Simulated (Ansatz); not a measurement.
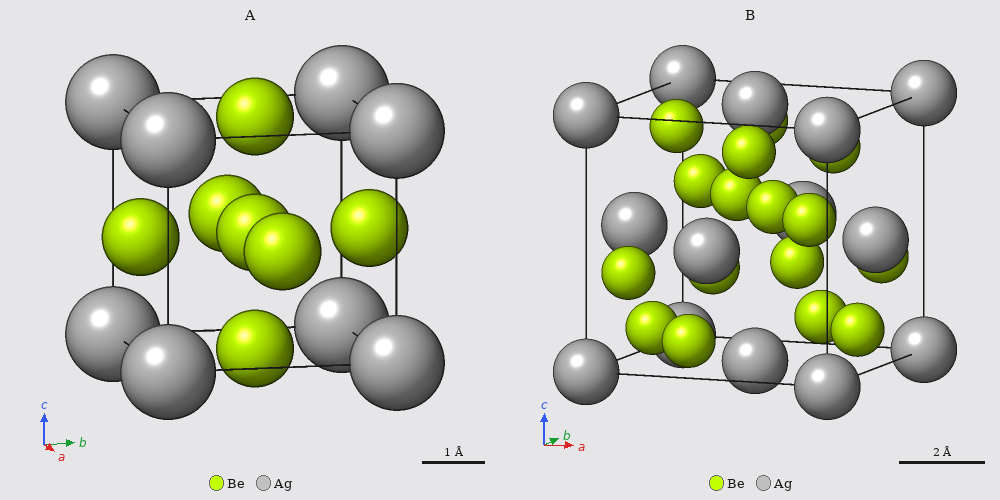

Two structures of Be$_{4}$Ag, each relaxed to rest (conventional cells in solid outline, small ones repeated, not to one scale). Method: DFT PBE, scalar-relativistic, plane waves, PAW (Ansatz 0.2.0), without spin polarisation.

> What are the two structures?

A: 5 atoms a cell on a primitive cubic lattice, Pm-3m. B: 20 atoms a cell on a face-centred cubic lattice, F-43m.

> Compare their energies: which is lower?

B is lower, by 278 meV/atom at this level of theory (energies at zero smearing). Volumes: A 11.4, B 11.5 Å³/atom.

One or both may be structure types tried for this composition rather than known phases.
